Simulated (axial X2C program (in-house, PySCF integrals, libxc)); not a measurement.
**SMg: from the state search to constants**

What are the state, bond length, wavenumber and bond energy of SMg, and what does spin–orbit coupling change?

Method: all-electron X2C, S dyall-av3z, Mg dyall-cv3z; program: an in-house X2C program for linear molecules on PySCF integrals.

All values are calculated.

## Step 1: Input

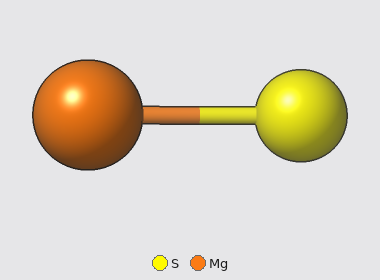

The two atoms at 2.260 Å (sulfur yellow, magnesium orange).

task.json reads:

```json
{
 "zs": [
  16,
  12
 ],
 "q": 0,
 "bas": [
  "dyall-av3z",
  "dyall-cv3z"
 ],
 "levels": [
  "PBE0",
  "HF",
  "r2SCAN"
 ],
 "cc": true,
 "r0": 2.26,
 "thr": -2.0,
 "nmax": 90,
 "npts": 10,
 "nst": 2,
 "ntry": 6
}
```

Keys: zs atomic numbers; q charge; bas basis sets; levels methods (HF also brings MP2); cc coupled cluster on or off; r0 starting distance in Å; thr threshold in hartree for freezing inner shells (an s shell follows its p shell); nmax most natural virtual spinors; npts points asked for on the curve; nst determinants followed; ntry starts of the search.

Run with:

```bash
$ python so2c.py task.json out
```

Spin-free means the one-electron spin-free X2C Hamiltonian; two-component (2c) means X2C with spin–orbit coupling and atomic mean-field two-electron Coulomb and Gaunt terms. Basis: S dyall-av3z contracted to [9s8p3d2f], Mg dyall-cv3z contracted to [9s8p6d3f]; Gaussian nuclei, density fitting. Masses: S 31.972 u, Mg 23.985 u.

Notation: σ, π±, δ± give the projection m of an orbital's angular momentum (0, ±1, ±2), α and β its spin, Λ and M_S the sums; ω is the projection of a spinor's total angular momentum and Ω the sum. Logs are in hartree.

The results follow Hamiltonian by Hamiltonian and level by level.

## Step 2: Search for the lowest determinant

PBE0 moves the distance from 2.260 Å to 2.140 Å and compares determinants there.

Spin-free determinants:

```csv
ΔE (eV),state,open shells
0.00,"M_S = 0, Λ = 0",closed shell
0.48,"M_S = 1, Λ = 1","beyond closed shells: σα, π+α, π+β, π-α"
0.52,"M_S = 0, Λ = 1","beyond closed shells: σβ, π+α, π+β, π-α"
1.55,"M_S = 1, Λ = 0",beyond closed shells: 2 × σα
3.39,"M_S = 1, Λ = 0","beyond closed shells: π+α, π+β, 2 × π-α"
3.44,"M_S = 0, Λ = 2","beyond closed shells: π+α, 2 × π+β, π-α"
```

Two-component determinants:

| ΔE (eV) | state | open shells |
| --- | --- | --- |
| 0.00 | Ω = 0 | closed shell |
| 0.46 | Ω = 2 | excess of +ω over −ω: ω = 1/2, ω = 3/2 |
| 0.50 | Ω = 1 | excess of +ω over −ω: ω = -1/2, ω = 3/2 |
| 0.54 | Ω = 1 | excess of +ω over −ω: 2 × ω = 1/2 |
| 3.37 | Ω = 3 | excess of +ω over −ω: 2 × ω = 3/2 |
| 3.42 | Ω = 1 | excess of +ω over −ω: ω = -1/2, ω = 3/2 |
| 3.47 | Ω = 2 | excess of +ω over −ω: ω = 1/2, ω = 3/2 |

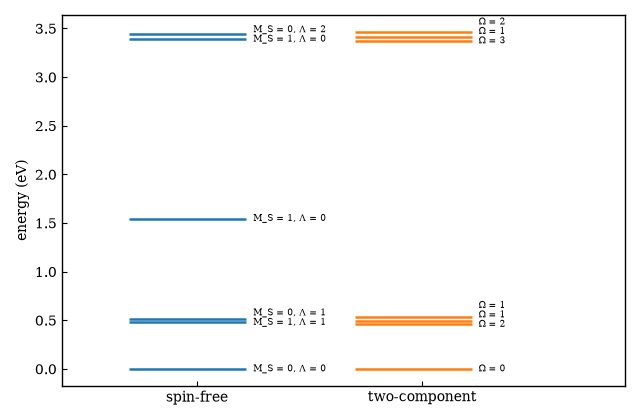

The determinants found, each set from its own lowest.

## Step 3: PBE0, spin-free

State followed: M_S = 0, Λ = 0 (closed shell). The scan is laid around 2.140 Å, a first estimate of the minimum, and this SCF restarts from the orbitals of the search.

The SCF at the reference distance of 2.140 Å:

```text
spin-free X2C-1e  PBE0
basis functions 146  fitting functions 625  grid points 4358
iter        total energy     max residual
   1       -599.436690655     2.94e-05
   2       -599.436690657     1.08e-05
converged
one-electron -927.02551087  Coulomb 322.20485398  exact exchange -10.29375257  xc functional -31.79986273  nuclear repulsion 47.47758154
```

Along the bond, energies from the lowest point:

| R (Å) | E (eV) | μ (D) | HOMO (eV) | LUMO (eV) | iterations |
| --- | --- | --- | --- | --- | --- |
| 1.862 | 0.8302 | 7.25 | -6.20 | -3.31 | 25 |
| 1.947 | 0.3435 | 7.49 | -6.07 | -3.44 | 23 |
| 2.012 | 0.1344 | 7.65 | -5.98 | -3.54 | 20 |
| 2.076 | 0.0276 | 7.78 | -5.91 | -3.63 | 20 |
| 2.140 | 0.0000 | 7.89 | -5.85 | -3.71 | 2 |
| 2.215 | 0.0430 | 8.00 | -5.79 | -3.80 | 19 |
| 2.290 | 0.1454 | 8.08 | -5.74 | -3.88 | 18 |
| 2.386 | 0.3347 | 8.15 | -5.70 | -3.97 | 19 |
| 2.504 | 0.6172 | 8.18 | -5.67 | -4.07 | 18 |
| 2.675 | 1.0625 | 8.16 | -5.65 | -4.19 | 18 |

Dipoles are positive if Mg is the positive end.

Outer orbitals at the reference distance:

| symmetry | occupied | ε (eV) | atomic character |
| --- | --- | --- | --- |
| σα | yes | -16.91 | 76% S s, 10% Mg p, 6% Mg d |
| σα | yes | -7.37 | 65% S p, 28% Mg s, 4% S s |
| π+α | yes | -5.85 | 82% S p, 11% Mg p, 5% Mg d |
| π-α | yes | -5.85 | 82% S p, 11% Mg p, 5% Mg d |
| σα | no | -3.71 | 38% Mg p, 34% Mg s, 21% S p |
| π+α | no | -0.82 | 77% Mg p, 9% Mg d, 6% S p |
| π-α | no | -0.82 | 77% Mg p, 9% Mg d, 6% S p |
| σα | no | 0.20 | 76% Mg p, 14% Mg d, 5% Mg s |

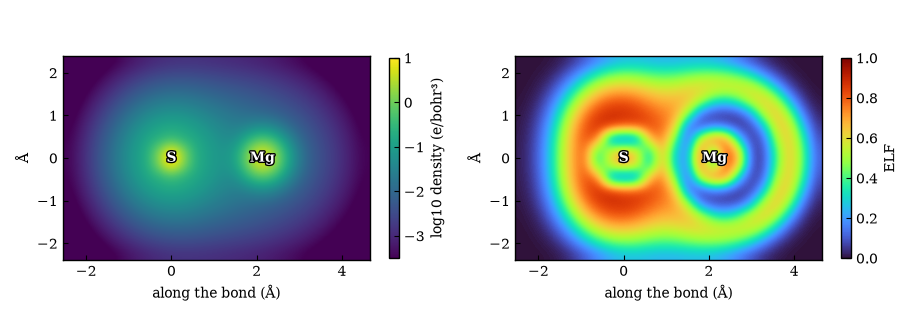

PBE0 fields in a plane through the axis, from a grid of 0.3 Å; S lies at z = 0 and Mg at z = 2.140 Å; the ELF is damped to zero where the density is low.

Re = 2.134 Å, ωe = 545 cm⁻¹, ωexe = 2.53 cm⁻¹, Be = 0.27 cm⁻¹, De = 2.12 eV, μ = 7.89 D.

## Step 4: HF, spin-free

Output at 2.140 Å:

```text
spin-free X2C-1e  HF
basis functions 146  fitting functions 625  grid points 4358
iter        total energy     max residual
   1       -598.518085646     1.20e-01
   2       -598.530838307     5.32e-03
   3       -598.531173394     2.20e-03
   4       -598.531209403     1.06e-03
   5       -598.531217472     1.59e-04
   6       -598.531219152     1.54e-04
   7       -598.531219693     7.56e-05
   8       -598.531219767     1.40e-05
   9       -598.531219770     2.75e-06
converged
one-electron -926.97869749  Coulomb 322.20771790  exact exchange -41.23782172  xc functional 0.00000000  nuclear repulsion 47.47758154
```

Re = 2.133 Å, ωe = 550 cm⁻¹, ωexe = 3.31 cm⁻¹, Be = 0.2703 cm⁻¹, De = 0.326 eV, μ = 9.31 D.

## Step 5: r2SCAN, spin-free

The SCF at the reference distance of 2.140 Å:

```text
spin-free X2C-1e  r2SCAN
basis functions 146  fitting functions 625  grid points 4358
iter        total energy     max residual
   1       -599.626594170     3.99e-02
   2       -599.627843249     2.18e-03
   3       -599.627870334     1.45e-03
   4       -599.627877530     8.48e-04
   5       -599.627879781     1.17e-04
   6       -599.627879844     5.68e-05
   7       -599.627879848     6.10e-06
converged
one-electron -927.01594560  Coulomb 322.20496962  exact exchange 0.00000000  xc functional -42.29448540  nuclear repulsion 47.47758154
```

Re = 2.137 Å, ωe = 549 cm⁻¹, ωexe = 2.43 cm⁻¹, Be = 0.2693 cm⁻¹, De = 2.37 eV, μ = 7.74 D.

## Step 6: MP2 and beyond, spin-free

Correlated methods: 8 electrons correlated (frozen shells, counted by type: S 2 s, 1 p; Mg 2 s, 1 p), 242 virtual spinors in MP2, 90 natural virtuals in coupled cluster.

Output of the correlated part at 2.140 Å:

```text
correlated 8  virtual 242  natural virtual 90  E(MP2) -0.218150455  MP2 remainder -0.003036181
iter   CCSD correlation   residual
   1     -0.218995509   1.38e-01
   2     -0.224576950   7.45e-02
   3     -0.227695418   2.97e-02
   4     -0.227735147   1.19e-02
   5     -0.227752759   4.32e-03
   6     -0.227769872   1.76e-03
   7     -0.227768376   8.35e-04
   8     -0.227779207   3.36e-04
   9     -0.227775207   9.14e-05
  10     -0.227775455   2.24e-05
  11     -0.227774994   9.59e-06
  12     -0.227774953   3.49e-06
  13     -0.227774939   1.62e-06
(T) -0.015414161  T1 0.0345  D1 0.0547  max T2 0.146
```

T1 in the output is the amplitude norm over the root of the electron number; divide by √2 for the Lee–Taylor value.

MP2: Re = 2.152 Å, ωe = 556 cm⁻¹, Be = 0.2656 cm⁻¹, De = 2.34 eV.

CCSD: Re = 2.158 Å, ωe = 517 cm⁻¹, ωexe = 2.74 cm⁻¹, Be = 0.2641 cm⁻¹, De = 1.80 eV. T1 at Re = 0.024 (Lee–Taylor, the printed value over √2).

CCSD(T): Re = 2.165 Å, ωe = 519 cm⁻¹, ωexe = 2.51 cm⁻¹, Be = 0.2625 cm⁻¹, De = 2.08 eV. T1 at Re = 0.024 (Lee–Taylor, the printed value over √2).

## Step 7: A higher determinant, spin-free

State: M_S = 1, Λ = 1 (beyond closed shells: σα, π+α, π+β, π-α).

Output at the reference distance:

```text
spin-free X2C-1e  PBE0
basis functions 146  fitting functions 625  grid points 4358
iter        total energy     max residual
   1       -599.419114640     6.36e-05
   2       -599.419114652     1.50e-05
   3       -599.419114654     9.70e-06
converged
one-electron -926.34095711  Coulomb 321.55402284  exact exchange -10.30885343  xc functional -31.80090849  nuclear repulsion 47.47758154
```

| R (Å) | E above the lowest PBE0 point (eV) |
| --- | --- |
| 1.862 | 2.130 |
| 1.947 | 1.363 |
| 2.012 | 0.961 |
| 2.076 | 0.674 |
| 2.140 | 0.478 |
| 2.215 | 0.340 |
| 2.290 | 0.277 |
| 2.386 | 0.276 |
| 2.504 | 0.359 |

No constants are quoted: too few points lie around the minimum for a second fit to confirm the first.

## Step 8: The spin-free curves together

Energy (eV) of the followed determinant, spin-free, from each level's lowest point:

```
R (Å)   PBE0     HF    MP2   CCSD  CCSD(T)  r2SCAN
1.862  0.830  0.855  0.958    n/a      n/a   0.857
1.947  0.343  0.351  0.422  0.413    0.436   0.359
2.012  0.134  0.136  0.182  0.179    0.194   0.143
2.076  0.028  0.027  0.048  0.050    0.057   0.031
2.140  0.000  0.000  0.000  0.000    0.000   0.000
2.215  0.043  0.044  0.027  0.017    0.012   0.041
2.290  0.145  0.146  0.125  0.094    0.085   0.143
2.386  0.335  0.330  0.325  0.249    0.240   0.335
2.504  0.617  0.592  0.647    n/a      n/a   0.626
2.675  1.063  0.982  1.185    n/a      n/a   1.089
```

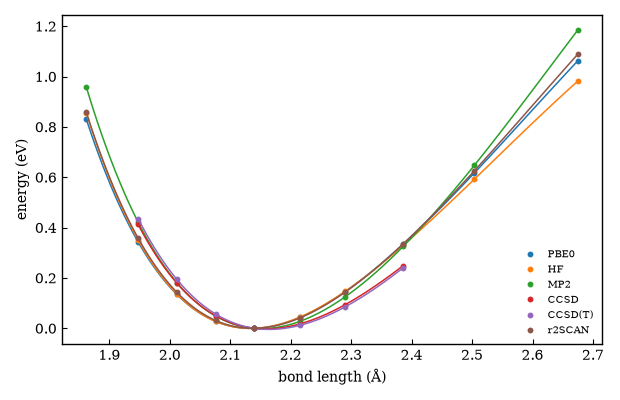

Curves of the followed state, spin-free, each from its own lowest point.

## Step 9: PBE0, 2c

State followed: Ω = 0 (closed shell). The scan is laid around 2.140 Å, a first estimate of the minimum, and this SCF restarts from the orbitals of the search.

Output at 2.140 Å:

```text
two-component X2C + atomic mean field  PBE0
basis functions 146  fitting functions 625  grid points 4358
iter        total energy     max residual
   1       -599.355702207     5.89e-05
   2       -599.355702216     5.62e-05
   3       -599.355702264     7.86e-06
   4       -599.355702265     4.09e-06
converged
one-electron -926.80848188  Coulomb 322.14158083  exact exchange -10.29168423  xc functional -31.79341993  nuclear repulsion 47.47758154  atomic mean-field constant -0.08127860
```

Along the bond, energies from the lowest point:

```csv
R (Å),E (eV),μ (D),HOMO (eV),LUMO (eV),iterations
1.862,0.8318,7.24,-6.18,-3.31,26
1.947,0.3446,7.49,-6.05,-3.44,27
2.012,0.1352,7.64,-5.96,-3.54,26
2.076,0.0281,7.77,-5.89,-3.62,25
2.140,0.0000,7.88,-5.83,-3.71,4
2.215,0.0424,7.98,-5.77,-3.79,21
2.290,0.1440,8.05,-5.73,-3.88,24
2.386,0.3312,8.07,-5.70,-3.97,25
2.504,0.6062,7.87,-5.73,-4.05,25
2.675,1.0195,7.30,-5.80,-4.13,24
```

Dipoles are positive if Mg is the positive end.

Outer spinors at the reference distance:

| ω | occupied | ε (eV) | atomic character | λ mixture |
| --- | --- | --- | --- | --- |
| 1/2 | yes | -16.92 | 76% S s, 10% Mg p, 6% Mg d | 100% σ |
| 1/2 | yes | -7.37 | 65% S p, 28% Mg s, 4% S s | 100% σ |
| 1/2 | yes | -5.87 | 82% S p, 11% Mg p, 5% Mg d | 100% π |
| 3/2 | yes | -5.83 | 82% S p, 11% Mg p, 5% Mg d | 100% π |
| 1/2 | no | -3.71 | 38% Mg p, 34% Mg s, 21% S p | 100% σ |
| 1/2 | no | -0.83 | 77% Mg p, 9% Mg d, 6% S p | 100% π |
| 3/2 | no | -0.82 | 77% Mg p, 9% Mg d, 7% S p | 100% π |
| 1/2 | no | 0.21 | 76% Mg p, 14% Mg d, 5% Mg s | 100% σ |

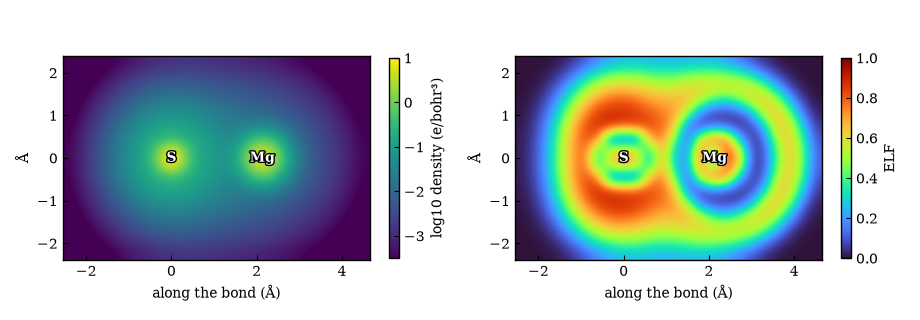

PBE0 fields in a plane through the axis, from a grid of 0.3 Å; S lies at z = 0 and Mg at z = 2.140 Å; the ELF is damped to zero where the density is low.

Re = 2.135 Å, ωe = 544 cm⁻¹, ωexe = 2.52 cm⁻¹, Be = 0.2699 cm⁻¹, De = 2.12 eV, μ = 7.88 D.

## Step 10: HF, 2c

Output at 2.140 Å:

```text
two-component X2C + atomic mean field  HF
basis functions 146  fitting functions 625  grid points 4358
iter        total energy     max residual
   1       -598.437335013     1.20e-01
   2       -598.450078370     5.32e-03
   3       -598.450413097     2.20e-03
   4       -598.450448803     1.05e-03
   5       -598.450456859     1.54e-04
   6       -598.450458535     1.54e-04
   7       -598.450459084     7.61e-05
   8       -598.450459164     1.36e-05
   9       -598.450459173     1.03e-05
  10       -598.450459177     8.12e-06
  11       -598.450459182     7.00e-06
  12       -598.450459184     4.39e-06
  13       -598.450459185     1.13e-06
converged
one-electron -926.76111677  Coulomb 322.14381503  exact exchange -41.22946038  xc functional 0.00000000  nuclear repulsion 47.47758154  atomic mean-field constant -0.08127860
```

Re = 2.134 Å, ωe = 549 cm⁻¹, ωexe = 3.3 cm⁻¹, Be = 0.2702 cm⁻¹, De = 0.322 eV, μ = 9.30 D.

## Step 11: r2SCAN, 2c

The SCF at the reference distance of 2.140 Å:

```text
two-component X2C + atomic mean field  r2SCAN
basis functions 146  fitting functions 625  grid points 4358
iter        total energy     max residual
   1       -599.545509736     3.94e-02
   2       -599.546762314     2.13e-03
   3       -599.546788949     1.44e-03
   4       -599.546796504     8.61e-04
   5       -599.546799067     1.48e-04
   6       -599.546799350     8.01e-05
   7       -599.546799572     6.41e-05
   8       -599.546799611     1.78e-05
   9       -599.546799612     1.11e-05
converged
one-electron -926.79940400  Coulomb 322.14220787  exact exchange 0.00000000  xc functional -42.28590641  nuclear repulsion 47.47758154  atomic mean-field constant -0.08127860
```

Re = 2.138 Å, ωe = 548 cm⁻¹, ωexe = 2.43 cm⁻¹, Be = 0.2692 cm⁻¹, De = 2.37 eV, μ = 7.73 D.

## Step 12: Correlated methods, 2c

Correlated methods: 8 electrons correlated (frozen shells, counted by type: S 2 s, 1 p; Mg 2 s, 1 p), 242 virtual spinors in MP2, 90 natural virtuals in coupled cluster.

Output of the correlated part at 2.140 Å:

```text
correlated 8  virtual 242  natural virtual 90  E(MP2) -0.218125964  MP2 remainder -0.003044505
iter   CCSD correlation   residual
   1     -0.218990421   1.38e-01
   2     -0.224570137   7.44e-02
   3     -0.227686537   2.97e-02
   4     -0.227725899   1.19e-02
   5     -0.227743510   4.31e-03
   6     -0.227760651   1.76e-03
   7     -0.227759158   8.35e-04
   8     -0.227769970   3.37e-04
   9     -0.227765978   9.50e-05
  10     -0.227766232   3.12e-05
  11     -0.227765713   2.15e-05
  12     -0.227765662   1.71e-05
  13     -0.227765644   1.36e-05
(T) -0.015407134  T1 0.0344  D1 0.0545  max T2 0.144
```

MP2: Re = 2.152 Å, ωe = 556 cm⁻¹, Be = 0.2656 cm⁻¹, De = 2.31 eV.

CCSD: Re = 2.159 Å, ωe = 516 cm⁻¹, ωexe = 2.84 cm⁻¹, Be = 0.264 cm⁻¹, De = 1.78 eV. T1 at Re = 0.024 (Lee–Taylor, the printed value over √2).

CCSD(T): Re = 2.165 Å, ωe = 518 cm⁻¹, ωexe = 2.59 cm⁻¹, Be = 0.2625 cm⁻¹, De = 2.06 eV. T1 at Re = 0.024 (Lee–Taylor, the printed value over √2).

## Step 13: A higher determinant, 2c

State: Ω = 2 (excess of +ω over −ω: ω = 1/2, ω = 3/2).

Output at the reference distance:

```text
two-component X2C + atomic mean field  PBE0
basis functions 146  fitting functions 625  grid points 4358
iter        total energy     max residual
   1       -599.338865938     9.76e-05
   2       -599.338865947     3.81e-05
   3       -599.338865962     9.42e-06
   4       -599.338865962     4.38e-06
converged
one-electron -926.13007648  Coulomb 321.49638333  exact exchange -10.30682941  xc functional -31.79464635  nuclear repulsion 47.47758154  atomic mean-field constant -0.08127860
```

```
R (Å)  E above the lowest PBE0 point (eV)
1.862                               2.111
1.947                               1.344
2.012                               0.941
2.076                               0.654
2.140                               0.458
2.215                               0.320
2.290                               0.257
2.386                               0.256
2.504                               0.338
```

No constants are quoted: too few points lie around the minimum for a second fit to confirm the first.

## Step 14: The 2c curves together

Energy (eV) of the followed determinant, 2c, from each level's lowest point:

| R (Å) | PBE0 | HF | MP2 | CCSD | CCSD(T) | r2SCAN |
| --- | --- | --- | --- | --- | --- | --- |
| 1.862 | 0.832 | 0.857 | 0.959 | n/a | n/a | 0.859 |
| 1.947 | 0.345 | 0.352 | 0.423 | 0.414 | 0.437 | 0.360 |
| 2.012 | 0.135 | 0.137 | 0.182 | 0.180 | 0.195 | 0.144 |
| 2.076 | 0.028 | 0.028 | 0.049 | 0.050 | 0.057 | 0.031 |
| 2.140 | 0.000 | 0.000 | 0.000 | 0.000 | 0.000 | 0.000 |
| 2.215 | 0.042 | 0.044 | 0.027 | 0.017 | 0.011 | 0.041 |
| 2.290 | 0.144 | 0.145 | 0.124 | 0.092 | 0.084 | 0.142 |
| 2.386 | 0.331 | 0.327 | 0.326 | 0.246 | 0.238 | 0.334 |
| 2.504 | 0.606 | 0.583 | 0.654 | n/a | n/a | 0.622 |
| 2.675 | 1.020 | 0.938 | 1.211 | n/a | n/a | 1.071 |

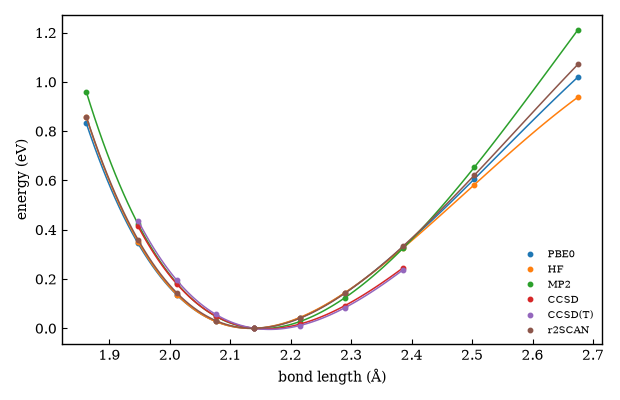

Curves of the followed state, 2c, each from its own lowest point.

Time for the job: 91 s (1 thread of AMD EPYC 7B13 (Zen 3), shared host); peak memory 0.5 GiB.

## Step 15: Results

Lowest determinant that the search found at its distance, spin-free: M_S = 0, Λ = 0 (closed shell).

Lowest determinant that the search found at its distance, 2c: Ω = 0 (closed shell).

```csv
Hamiltonian,level,Re (Å),ωe (cm⁻¹),De (eV),μ (D)
spin-free,PBE0,2.134,545,2.12,7.89
spin-free,HF,2.133,550,0.326,9.31
spin-free,MP2,2.152,556,2.34,n/a
spin-free,CCSD,2.158,517,1.80,n/a
spin-free,CCSD(T),2.165,519,2.08,n/a
spin-free,r2SCAN,2.137,549,2.37,7.74
2c,PBE0,2.135,544,2.12,7.88
2c,HF,2.134,549,0.322,9.30
2c,MP2,2.152,556,2.31,n/a
2c,CCSD,2.159,516,1.78,n/a
2c,CCSD(T),2.165,518,2.06,n/a
2c,r2SCAN,2.138,548,2.37,7.73
```

Dipoles are positive if Mg is the positive end.

Time per point (s) on 1 thread of AMD EPYC 7B13 (Zen 3), shared host (2c runs; CCSD comes with the CCSD(T) run); the times are rough: PBE0 0.46, HF 0.26, MP2 0.34, CCSD(T) 3.1, r2SCAN 0.6.

**Reading.** At CCSD(T), going from spin-free to two-component changes Re by 0 mÅ, ωe by -0.2 %; the spin-free picture holds up (part of it comes from the scalar share of the two-electron terms). De moves by -0.02 eV; both De rest on single-determinant atoms, which can miss part of an open shell's spin–orbit lowering.

De refers to S + Mg, each in the lowest determinant found, which need not be this curve's own limit. The state is a single determinant with fixed occupations, the lowest that a limited PBE0 search found. The closed shell is kept restricted; where the fragments are open shells, the energy then runs too high at long range. Dissociation energies refer to the lowest single-determinant-based atoms at the same level and basis. Coupled cluster ran in a truncated set of natural virtual spinors; the MP2 energy of the rest was added. The meta-GGAs lack a current-density term, which matters for open shells with orbital currents, atoms included. T1 at Re is 0.024 (Lee–Taylor), above the customary mark of 0.02.
